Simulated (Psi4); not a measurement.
**SiF3 (trifluorosilyl): UM06-L/aug-cc-pVDZ**

Aim: the energy change on altering one bond length of SiF3 (trifluorosilyl) at UM06-L/aug-cc-pVDZ, from 2 runs. 

The calculation is run with Psi4 1.11.

3 further runs of the same task are left out: 1 that didn't finish, 2 set aside as unsound or not needed.

## (1) The molecule

SiF3 has 4 atoms, charge 0, and is taken as a doublet. SMILES: `F[Si](F)F`. The coordinates come from a PBE0-D4/def2-TZVP relaxation.

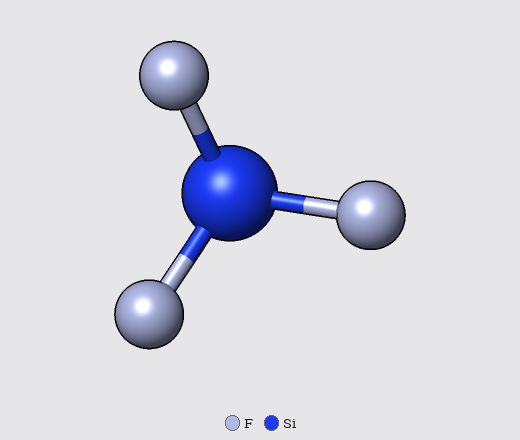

Viewed from a chosen angle; fluorine light blue, silicon blue.

## (2) Energy and forces at UM06-L/aug-cc-pVDZ

Input file f3si.xyz:

```xyz
4
F3Si
F      0.784850    -0.507040     1.151700
Si    -0.282750     0.213060     0.234280
F     -0.994260    -0.892250    -0.644340
F      0.492160     1.186230    -0.741640
```

Input file run.py:

```python
import psi4

psi4.set_memory(2200000000)
psi4.set_num_threads(1)
psi4.set_output_file('run.log', False)

with open('f3si.xyz') as f:
    atoms = ''.join(f.readlines()[2:])
molecule = psi4.geometry('0 2\n' + atoms + 'symmetry c1')

psi4.set_options({
    'reference': 'uks',
    'puream': True,
    'e_convergence': 1e-09,
    'd_convergence': 1e-08,
    'scf_type': 'pk',
    'dft_radial_points': 99,
    'dft_spherical_points': 590,
    'maxiter': 100,
})

result = psi4.gradient("m06-l/aug-cc-pVDZ", molecule=molecule)
print('gradient / Eh bohr^-1')
print(result.np.round(6))
for k, v in sorted(psi4.core.scalar_variables().items()):
    print(f'{k:45s} {v:18.10f}')
```

Launch:

```console
$ python run.py
```

run.log:

```text
[...]
  Running in c1 symmetry.
[...]
  Nuclear repulsion =  176.798451223300987
[...]
  Multiplicity = 2
[...]
  Nalpha       = 21
  Nbeta        = 20
[...]
    Number of basis functions: 96
[...]
   @UKS iter   1:  -588.97532479765414   -2.95044e-01   7.33066e-03 DIIS/ADIIS
[...]
   @UKS iter  11:  -589.13184947689422   -1.21645e-11   6.34410e-09 DIIS
[...]
   @S^2 Observed:                7.517805527E-01
[...]
    Orbital Energies [Eh]
    ---------------------
    Alpha Occupied:
       1A    -65.988370     2A    -24.545542     3A    -24.545512
       4A    -24.545485     5A     -5.382925     6A     -3.693567
       7A     -3.693566     8A     -3.692208     9A     -1.232389
      10A     -1.208218    11A     -1.208193    12A     -0.566484
      13A     -0.493021    14A     -0.492996    15A     -0.461404
      16A     -0.434209    17A     -0.434202    18A     -0.412358
      19A     -0.412332    20A     -0.396380    21A     -0.250826
    Alpha Virtual:
      22A      0.000727    23A      0.000744    24A      0.005846
      25A      0.010728    26A      0.056729    27A      0.056765
[...]
  @UKS Final Energy:  -589.13184947689422
   => Energetics <=
    Nuclear Repulsion Energy =            176.7984512233009866
    One-Electron Energy =               -1170.6304044020503170
    Two-Electron Energy =                 457.1293772081990028
    DFT Exchange-Correlation Energy =     -52.4292735063438542
    Empirical Dispersion Energy =           0.0000000000000000
    VV10 Nonlocal Energy =                  0.0000000000000000
    Total Energy =                       -589.1318494768942173
[...]
 Multipole Moments:
 ------------------------------------------------------------------------------------
     Multipole            Electronic (a.u.)      Nuclear  (a.u.)        Total (a.u.)
 ------------------------------------------------------------------------------------
 L = 1.  Multiply by 2.5417464519 to convert [e a0] to [Debye]
 Dipole X            :          0.0382690           -0.3567990           -0.3185300
 Dipole Y            :         -0.0290790            0.2688580            0.2397790
 Dipole Z            :         -0.0319518            0.2956353            0.2636835
 Magnitude           :                                                    0.4780003
[...]
  -Total Gradient:
     Atom            X                  Y                   Z
    ------   -----------------  -----------------  -----------------
       1       -0.021261134813     0.014314523956    -0.017131631760
       2        0.024143490698    -0.018229597294    -0.020050026108
       3        0.013166029974     0.021959826389     0.017506455714
       4       -0.015601646361    -0.018238397410     0.019470473419
[...]
```

Standard output:

```text
gradient / Eh bohr^-1
[[-0.021261  0.014315 -0.017132]
 [ 0.024143 -0.01823  -0.02005 ]
 [ 0.013166  0.02196   0.017506]
 [-0.015602 -0.018238  0.01947 ]]
CURRENT ENERGY                                   -589.1318494769
CURRENT REFERENCE ENERGY                         -589.1318494769
DD SOLVATION ENERGY                                 0.0000000000
DFT FUNCTIONAL TOTAL ENERGY                      -589.1318494769
DFT TOTAL ENERGY                                 -589.1318494769
DFT VV10 ENERGY                                     0.0000000000
DFT XC ENERGY                                     -52.4292735063
GRID ELECTRONS ALPHA                               20.9999989289
GRID ELECTRONS BETA                                19.9999989450
GRID ELECTRONS TOTAL                               40.9999978740
NUCLEAR REPULSION ENERGY                          176.7984512233
ONE-ELECTRON ENERGY                             -1170.6304044021
PCM POLARIZATION ENERGY                             0.0000000000
PE ENERGY                                           0.0000000000
SCF ITERATION ENERGY                             -589.1318494769
SCF ITERATIONS                                     11.0000000000
SCF TOTAL ENERGY                                 -589.1318494769
TWO-ELECTRON ENERGY                               457.1293772082
XC GRID RADIAL POINTS                              99.0000000000
XC GRID SPHERICAL POINTS                          590.0000000000
XC GRID TOTAL POINTS                           228401.0000000000
```

Run time: 2 min. Hardware: 1 thread of Intel Xeon at 2.50GHz (Skylake/Cascade Lake), shared host; peak memory 1.1 GiB.

## (3) The distorted shape at the same level

Input file run.py:

```python
import psi4

psi4.set_memory('2200 MB')
psi4.set_num_threads(1)
psi4.set_output_file('f3si.out', False)

geom = psi4.geometry("""
0 2
F
Si 1 1.8183
F 2 1.581117 1 107.93279
F 2 1.581128 3 107.92824 1 116.38705
symmetry c1
no_reorient
no_com
""")

options = {'reference': 'uks', 'puream': True, 'e_convergence': 1e-09, 'd_convergence': 1e-08, 'scf_type': 'pk', 'dft_radial_points': 99, 'dft_spherical_points': 590, 'maxiter': 100}
psi4.set_options(options)

E, wfn = psi4.gradient('m06-l/aug-cc-pVDZ', return_wfn=True)
print('gradient / Eh bohr^-1')
print(E.np.round(6))
print(f'energy = {wfn.energy():.10f} Eh')
```

Launch:

```console
$ python run.py
```

f3si.out:

```text
[...]
  Running in c1 symmetry.
[...]
  Nuclear repulsion =  168.918873944080616
[...]
  Multiplicity = 2
[...]
  Nalpha       = 21
  Nbeta        = 20
[...]
    Number of basis functions: 96
[...]
   @UKS iter   1:  -588.95807189292043   -4.29933e-01   7.29903e-03 DIIS/ADIIS
[...]
   @UKS iter  13:  -589.11865250505355   -1.36424e-12   2.77304e-09 DIIS
[...]
   @S^2 Observed:                7.521521464E-01
[...]
    Orbital Energies [Eh]
    ---------------------
    Alpha Occupied:
       1A    -66.009658     2A    -24.560663     3A    -24.560643
       4A    -24.513329     5A     -5.399007     6A     -3.710051
       7A     -3.709493     8A     -3.708802     9A     -1.238480
      10A     -1.221630    11A     -1.145238    12A     -0.569402
      13A     -0.501483    14A     -0.471694    15A     -0.463226
      16A     -0.432620    17A     -0.426553    18A     -0.420354
      19A     -0.371536    20A     -0.366134    21A     -0.268735
    Alpha Virtual:
      22A     -0.016644    23A     -0.007211    24A     -0.001864
      25A      0.010685    26A      0.040092    27A      0.047308
[...]
  @UKS Final Energy:  -589.11865250505355
   => Energetics <=
    Nuclear Repulsion Energy =            168.9188739440806160
    One-Electron Energy =               -1154.9728353485954813
    Two-Electron Energy =                 449.2723651826340756
    DFT Exchange-Correlation Energy =     -52.3370562831727639
    Empirical Dispersion Energy =           0.0000000000000000
    VV10 Nonlocal Energy =                  0.0000000000000000
    Total Energy =                       -589.1186525050535465
[...]
 Multipole Moments:
 ------------------------------------------------------------------------------------
     Multipole            Electronic (a.u.)      Nuclear  (a.u.)        Total (a.u.)
 ------------------------------------------------------------------------------------
 L = 1.  Multiply by 2.5417464519 to convert [e a0] to [Debye]
 Dipole X            :         -0.0580582            0.4251358            0.3670777
 Dipole Y            :         -0.0361278            0.2635390            0.2274112
 Dipole Z            :          0.3534276            0.2666461            0.6200737
 Magnitude           :                                                    0.7556145
[...]
  -Total Gradient:
     Atom            X                  Y                   Z
    ------   -----------------  -----------------  -----------------
       1        0.001414604076     0.000890995342    -0.066707022905
       2       -0.026181884348    -0.016254817875     0.080999254069
       3        0.000804529612     0.026336226040    -0.006772676442
       4        0.023937684130    -0.010980276778    -0.006771618276
[...]
```

The script printed:

```text
gradient / Eh bohr^-1
[[ 0.001415  0.000891 -0.066707]
 [-0.026182 -0.016255  0.080999]
 [ 0.000805  0.026336 -0.006773]
 [ 0.023938 -0.01098  -0.006772]]
energy = -589.1186525051 Eh
```

Run time: 2.1 min. Hardware: 1 thread of Intel Xeon at 2.50GHz (Skylake/Cascade Lake), shared host; peak memory 1.1 GiB.

## (4) Results

Level: UM06-L/aug-cc-pVDZ.

| quantity | value |
| --- | --- |
| first shape: total energy | -589.13185 Eh |
| first shape: dipole moment | 1.21 D |
| first shape: HOMO energy (highest over α and β) | -6.83 eV |
| first shape: LUMO energy (lowest over α and β) | -4.68 eV |
| first shape: ⟨S²⟩ | 0.752 |
| first shape: largest force on an atom | 1.866 eV/Å |
| distorted shape: total energy | -589.11865 Eh |
| distorted shape: dipole moment | 1.92 D |
| distorted shape: HOMO energy (highest over α and β) | -7.31 eV |
| distorted shape: LUMO energy (lowest over α and β) | -5.13 eV |
| distorted shape: ⟨S²⟩ | 0.752 |
| distorted shape: largest force on an atom | 4.456 eV/Å |
| energy change with the F1–Si2 bond stretched from 1.581 to 1.818 Å | 0.359 eV |

In words: With the F1–Si2 bond stretched from 1.581 to 1.818 Å the energy rises by 0.36 eV (34.6 kJ/mol). The first shape isn't relaxed at this level, so the change isn't measured from a minimum. The largest force (first shape) is 1.87 eV/Å: the shape isn't a stationary point for this species at this level.
